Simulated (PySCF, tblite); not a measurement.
# C₂H₁₀F₃NSi₃: geometry, infrared bands and NMR shifts

What infrared bands and NMR shifts should C₂H₁₀F₃NSi₃ (`N[SiH2][C@@H]([SiH3])[SiH2]C(F)(F)F`) show?

The runs use tblite 0.8.0 and PySCF 2.14.0, with density-fitted response routines of our own; the level of theory stands in each step. All values are computed, except where a source is named. Atoms count from 0, in the outputs and in this text.

## 1. The molecule as given

19 atoms, charge 0, multiplicity 1; geometry from: force field or distance geometry start.

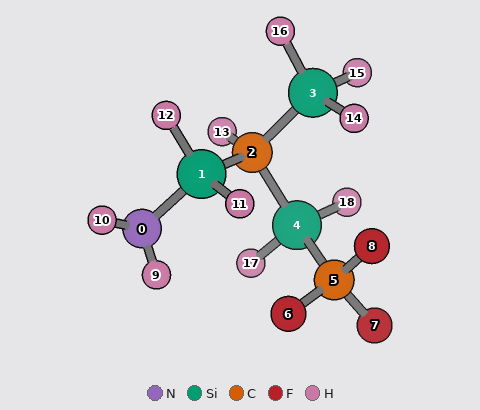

As it starts; nitrogen purple, silicon teal, carbon orange, fluorine red, hydrogen pink, atoms numbered; sticks join atoms by distance.

## 2. Geometry optimisation with GFN2-xTB

Job settings and geometry (Å):

```
{"job": {"kind": "relax", "xc": "GFN2-xTB", "basis": "xTB"}, "charge": 0, "multiplicity": 1}
N     -2.319900     0.758300    -1.034300
Si    -1.381000    -0.554900    -0.569500
C     -0.427600    -0.234900     0.968300
Si     0.505800    -1.758900     1.326700
Si     0.785600     1.122500     0.707100
C      1.725400     1.126500    -0.868600
F      0.943500     1.426000    -1.933900
F      2.735800     2.048100    -0.844400
F      2.305600    -0.079400    -1.114600
H     -1.841200     1.315200    -1.728800
H     -3.164100     0.416400    -1.512500
H     -0.522200    -0.860600    -1.719400
H     -2.343300    -1.662700    -0.370900
H     -1.093800     0.014400     1.799000
H      1.405100    -2.146100     0.227100
H      1.330200    -1.587100     2.566300
H     -0.413100    -2.894800     1.607200
H      0.055100     2.409900     0.863400
H      1.704200     1.151300     1.884100
```

Run with:

```bash
OMP_NUM_THREADS=1 python probes_run.py task.json out
```

One launch serves the whole session: the jobs run in the order shown.

**Question.** This job is followed by: GFN2-xTB harmonic vibrations, gas phase; GIAO PBE0/pcSseg-1 NMR shielding, non-relativistic, gas phase. What will the session give for the following? strongest single infrared mode (GFN2-xTB); zero-point energy (GFN2-xTB); ¹³C shifts against TMS (PBE0/pcSseg-1); ¹H shifts against TMS (PBE0/pcSseg-1, means over atoms taken as alike); ¹⁵N shifts against NH3 (PBE0/pcSseg-1); ²⁹Si shifts against TMS (PBE0/pcSseg-1); ¹⁹F shifts against CFCl3 (PBE0/pcSseg-1, means over atoms taken as alike).

As calculated:

```
                                                                 quantity                                          value
                                strongest single infrared mode (GFN2-xTB)                          2268 cm⁻¹, 452 km/mol
                                             zero-point energy (GFN2-xTB)                                  70.5 kcal/mol
                                   ¹³C shifts against TMS (PBE0/pcSseg-1)                               140.8, -14.2 ppm
   ¹H shifts against TMS (PBE0/pcSseg-1, means over atoms taken as alike)  5.16, 4.81, 4.61, 4.49, 4.13, 0.35, -0.36 ppm
                                   ¹⁵N shifts against NH3 (PBE0/pcSseg-1)                                       14.0 ppm
                                  ²⁹Si shifts against TMS (PBE0/pcSseg-1)                        -30.5, -40.4, -72.0 ppm
¹⁹F shifts against CFCl3 (PBE0/pcSseg-1, means over atoms taken as alike)                                      -68.5 ppm
```

The optimisation took 78 steps and gained 0.819 eV; among the close pairs (by a distance rule), Si4–C5 changed most, from 1.835 to 1.946 Å. No mode is imaginary among the 51: a minimum at this level. Unscaled tight-binding wavenumbers are off by several per cent, some by more. Its intensities can rank the bands wrongly. At PBE0/pcSseg-1: The largest span, 187 ppm, is at F6, F7, F8, where the paramagnetic term is -236 ppm.
